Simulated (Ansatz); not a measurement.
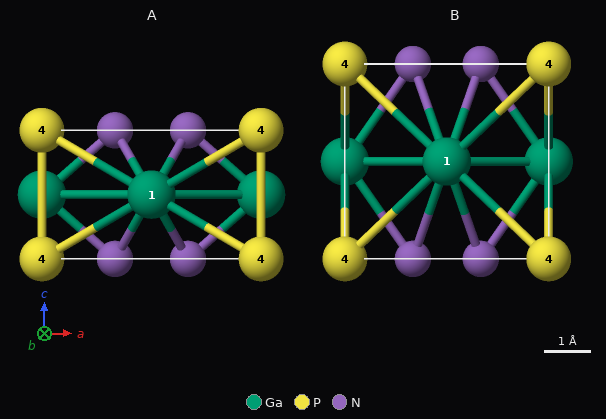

Two geometries of solid Ga₃PN₂ (a generated structure, set up in P6/mmm) (coarse preliminary run), drawn at one scale. One is the start of a relaxation, the other its converged end. The picture is a ball-and-stick view of the cell of the calculation, seen along the b axis.

Level of theory: DFT PBE, scalar-relativistic, plane waves, PAW (Ansatz). (plane-wave cutoff 420 eV; k-point mesh 6 × 6 × 4; occupations gaussian; smearing width 0.1 eV; collinear spin; cell and atoms relaxed; force threshold 0.04 eV/Å; at most 70 steps)

### Which geometry has the lower energy?

Structure A is the relaxed one. The atoms keep their places relative to the cell (all moves are under 0.005 Å). The drawn cell changes as follows: a = b 5.226 → 5.620 Å (+7.5 %), c 4.328 → 2.856 Å (−34.0 %); the volume changes by −23.7 %. Near-neighbour distances that change, for instance: P–P 4.328 → 2.856 Å, Ga–N 2.638 → 2.161 Å, Ga–P 3.393 → 3.152 Å, Ga–Ga 2.613 → 2.810 Å. The space group stays P6/mmm (No. 191). The energy falls by 6.068 eV per cell of the calculation in 10 accepted moves (12 points after the start). All forces vanish by symmetry, so only the cell relaxes. The pressure goes from −8.89 to 0.01 GPa. At 2 points the geometry stayed and the basis and grid were re-selected for the new cell (energy shift of 12.1 meV per cell of the calculation at most each time). The program noted that the starting moments weren't kept. The run may lie on a higher electronic state than the lowest, so the end point isn't shown to be the ground-state structure. The run took 2.3 min on 1 thread of AMD EPYC 7R43 64-Core Processor (Zen 3), on a shared host, peak memory 0.51 GiB.
